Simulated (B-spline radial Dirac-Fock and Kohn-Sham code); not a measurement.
**P⁴⁺: core levels and X-ray properties**

Aim: for P⁴⁺, compute its X-ray form factor and Compton profile and the binding energy of each subshell.

Method: a free atom or ion on a radial basis; each step names its model; computed with B-spline radial Dirac-Fock and Kohn-Sham code, version 3.

## 1. What is computed

The P⁴⁺ ion, configuration [Ne] 3s1, inside a Watson sphere of charge -4 and radius 2.2 Å (a model of the Madelung potential; inside it an electron's potential energy is raised by 26.2 eV).

```
nuclear charge     : 15
electrons          : 11
mass number        : 31
nuclear rms radius : 3.1889 fm
```

## 2. Scattering by the electron cloud

Model: Dirac-Fock average of configuration, finite nucleus; form factor of the spherical density, Waller-Hartree incoherent function, impulse-approximation Compton profiles.

Recorded inputs:

```ini
task = scatter
Z = 15
charge = 4
configuration = 1s2 2s2 2p6 3s1
mass_number = 31
rms_radius = 3.1889  # fm
s = [0.0, 0.05, 0.1, 0.15, 0.2, 0.25, 0.3, 0.35, 0.4, 0.45, 0.5, 0.6, 0.7, 0.8, 0.9, 1.0, 1.1, 1.2, 1.4, 1.6, 1.8, 2.0, 2.5, 3.0, 3.5, 4.0, 5.0, 6.0]  # 1/A
pz = [0, 0.1, 0.2, 0.3, 0.4, 0.5, 0.6, 0.8, 1.0, 1.2, 1.4, 1.6, 1.8, 2.0, 2.5, 3.0, 4.0, 5.0, 7.0, 10.0, 15.0, 20.0, 30.0, 40.0, 60.0, 100.0]  # a.u.
photon_energy = [8047.8, 10000, 17479.3, 20000, 50000, 100000, 500000, 1000000]  # eV
watson_charge = -4  # e
watson_radius = 2.2  # A
```

Main fields of the result record, rounded:

```text
status: converged
form_factor [e]: [11.0, 10.903, 10.63, 10.222, 9.7337, 9.2102, 8.6831, 8.1676, 7.668, 7.1833, 6.7119, 5.8099, 4.9782, 4.2403, 3.6114, 3.093, 2.6769, 2.349, 1.8963, 1.6239, 1.4526, 1.3342, 1.1227, 0.94252, 0.77712, 0.63197, 0.41067, 0.2675]
incoherent: [-1.4992e-12, 0.15313, 0.55298, 1.0697, 1.5953, 2.0902, 2.5648, 3.0389, 3.5204, 4.0045, 4.4817, 5.3822, 6.1824, 6.8698, 7.4447, 7.9152, 8.2951, 8.6003, 9.048, 9.359, 9.5956, 9.7905, 10.174, 10.453, 10.647, 10.775, 10.909, 10.962]
compton_total [1/a.u.]: [2.0968, 2.0822, 2.0401, 1.9749, 1.8931, 1.8022, 1.7091, 1.5369, 1.4005, 1.299, 1.2201, 1.1507, 1.0824, 1.0121, 0.83046, 0.66091, 0.4079, 0.25888, 0.12264, 0.052554, 0.016306, 0.0057274, 0.00096284, 0.00022936, 2.6359e-05, 1.5916e-06]
shells: ["1s1/2", "2s1/2", "2p1/2", "2p3/2", "3s1/2"]
occupation: [2.0, 2.0, 2.0, 4.0, 1.0]
mean_momentum [a.u.]: [12.403, 3.6386, 4.8415, 4.8201, 1.4156]
r2 [bohr^2]: 5.3259
r_inverse [1/bohr]: 52.22
r1 [bohr]: 5.7236
coherent [b]: [38.848, 31.08, 14.861, 12.194, 2.8741, 0.82675, 0.036332, 0.0091234]
incoherent_cross_section [b]: [2.3983, 2.9386, 4.2839, 4.5396, 5.4297, 5.1764, 3.1689, 2.3203]
```

The scattering functions against s = sin θ / λ:

| s (1/Å) | f (e) | f / N | S(s) |
| --- | --- | --- | --- |
| 0 | 11.00 | 1.000 | 0 |
| 0.100 | 10.63 | 0.966 | 0.5530 |
| 0.200 | 9.734 | 0.885 | 1.595 |
| 0.300 | 8.683 | 0.789 | 2.565 |
| 0.400 | 7.668 | 0.697 | 3.520 |
| 0.500 | 6.712 | 0.610 | 4.482 |
| 0.700 | 4.978 | 0.453 | 6.182 |
| 0.900 | 3.611 | 0.328 | 7.445 |
| 1.10 | 2.677 | 0.243 | 8.295 |
| 1.40 | 1.896 | 0.172 | 9.048 |
| 1.80 | 1.453 | 0.132 | 9.596 |
| 2.50 | 1.123 | 0.102 | 10.17 |
| 3.50 | 0.7771 | 0.071 | 10.65 |
| 5.00 | 0.4107 | 0.037 | 10.91 |

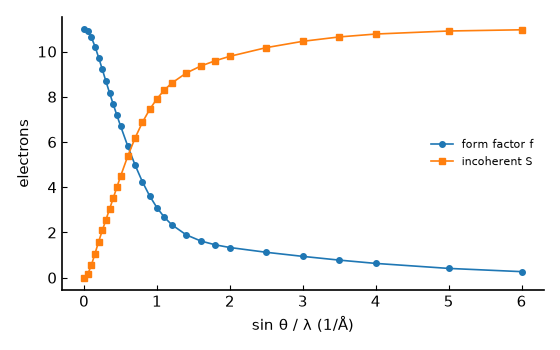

Form factor and incoherent scattering function.

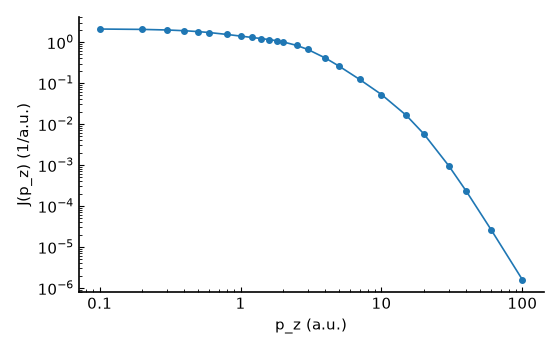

Compton profile, summed over all shells.

## 3. Core and valence levels

Model: Dirac-Fock average of configuration, Delta-SCF, finite nucleus, first-order Breit with its frequency dependence, self-energy and vacuum polarisation.

Settings, as recorded:

```ini
task = binding
```

Main fields of the result record, rounded:

```text
status: converged
shells: ["K", "L1", "L2", "L3", "M1"]
total_energy_parts [Ha]: [-326.996491, 0.0745057467, -0.00516500072, -4.92422618e-05, 0.0487752058, -0.00310620917]
koopmans [eV]: [2215.11, 235.324, 177.69, 176.719, 38.4328]
dirac_coulomb [eV]: ["-", "-", 173.757, 172.825, 38.4025]
gaunt [eV]: ["-", "-", -0.108535, -0.064277, -0.00833529]
retardation [eV]: ["-", "-", 0.0110807, 0.0110748, 0.000656021]
breit_frequency [eV]: ["-", "-", -5.45443e-05, 0.000252914, -1.49795e-05]
self_energy [eV]: ["-", "-", 0.00900467, 0.00646774, -0.00556153]
vacuum_polarisation [eV]: ["-", "-", -0.000467595, -0.000468347, 0.000330647]
binding [eV]: ["-", "-", 173.668, 172.778, 38.3896]
mean_radius [bohr]: [0.103387, 0.512074, 0.478483, 0.480537, 1.6136]
```

total_energy_parts: Dirac-Coulomb, Gaunt, retardation, frequency dependence, self-energy, vacuum polarisation. Blank entries are hole states that did not converge, or in which two open shells of one symmetry are about equally filled, where the average of configuration falls too low.

Each level as Koopmans' value plus corrections (eV):

| level | -ε | relaxation | Breit | QED | binding |
| --- | --- | --- | --- | --- | --- |
| L2 | 177.7 | -3.93 | -0.10 | 0.01 | 173.7 |
| L3 | 176.7 | -3.89 | -0.05 | 0.01 | 172.8 |
| M1 | 38.43 | -0.03 | -0.01 | -0.01 | 38.39 |

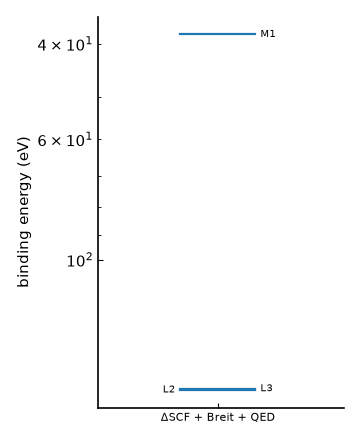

The levels on a logarithmic scale.

## 4. What came out

| quantity | value |
| --- | --- |
| rms radius of the electron cloud | 0.696 bohr |
| form factor halves at | 0.64 1/Å |
| Compton profile at zero | 2.097 1/a.u. |
| deepest level listed, L2 (2p1/2) | 173.7 eV |
| least bound, M1 (3s) | 38.39 eV |

In words: The form factor starts at the 11 electrons and halves by s = 0.64 1/Å. Incoherent scattering outweighs coherent from 50.0 keV on, among the energies asked. The L2 (2p1/2) level lies 3.93 eV under Koopmans' value by relaxation alone; Breit gives -0.10 and QED +0.01 eV. The Hartree-Fock and Dirac-Fock values hold no electron correlation.
